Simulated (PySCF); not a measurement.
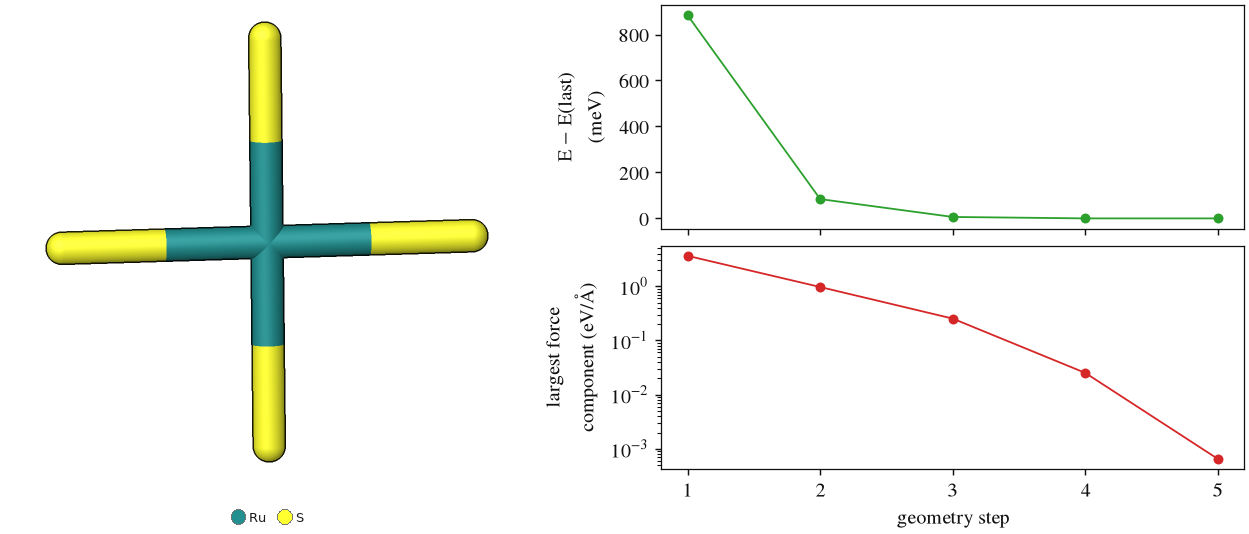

Beside the plot: the molecule at the start.

History of a geometry optimisation. The start has point group D4h, which is kept. A held symmetry can leave a saddle point.

RuS4- molecule (charge −1), multiplicity 2; UKS-based PBE, Ru def2-SVPD with ECP28, S def2-SVPD; non-relativistic Hamiltonian with scalar-relativistic core potentials; density fitting in PySCF 2.14.0.

Question: How did it end, and what did it gain?

Answer: The optimisation met its thresholds at geometry 5, counting the start as the first. The energy fell by about 880 meV from the first step to the last. The largest force component goes from about 3.7 eV/Å at the start to 7 × 10⁻⁴ eV/Å at the end.
